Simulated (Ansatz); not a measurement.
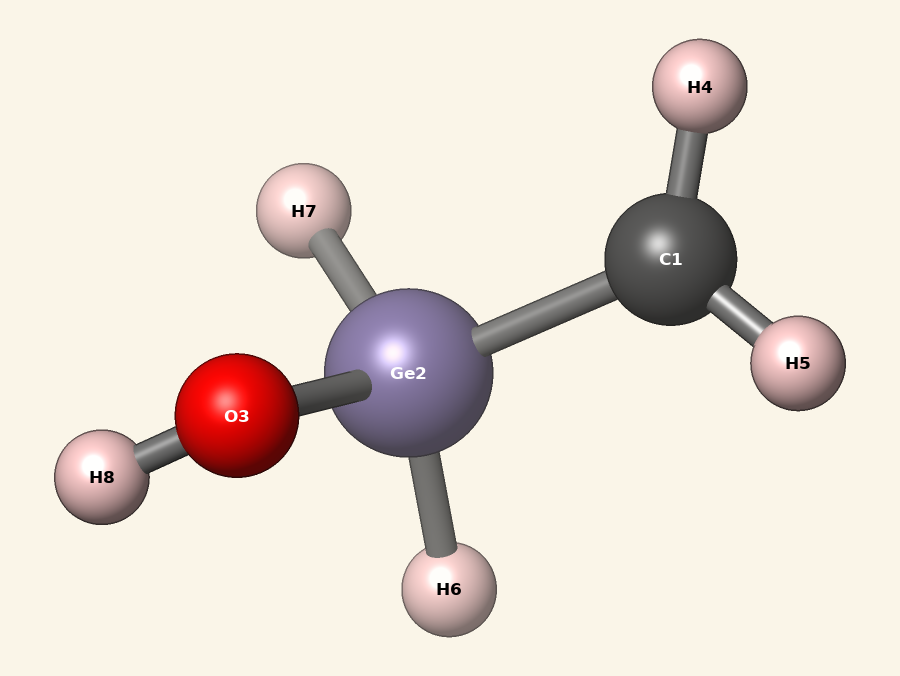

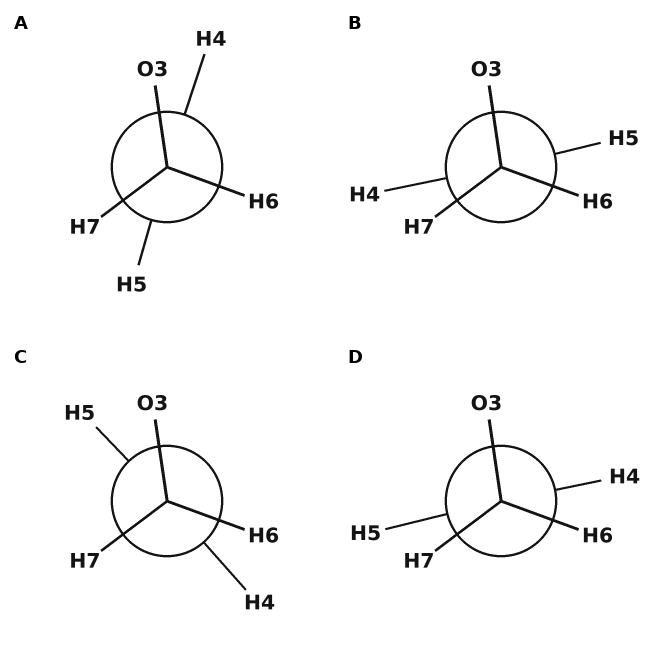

Distant atoms are faded towards the background colour. Bonds that would overlap in a projection are set slightly apart. Charge 0, doublet. The geometry was computed by an optimisation with PBE-D4/def2-SVP. No frequency run is at hand to confirm it as a minimum.

Which Newman projection shows the view along Ge2–C1, with Ge2 in front?

Answer. B. The torsion angle O3–Ge2–C1–H4 is −93°, about perpendicular.
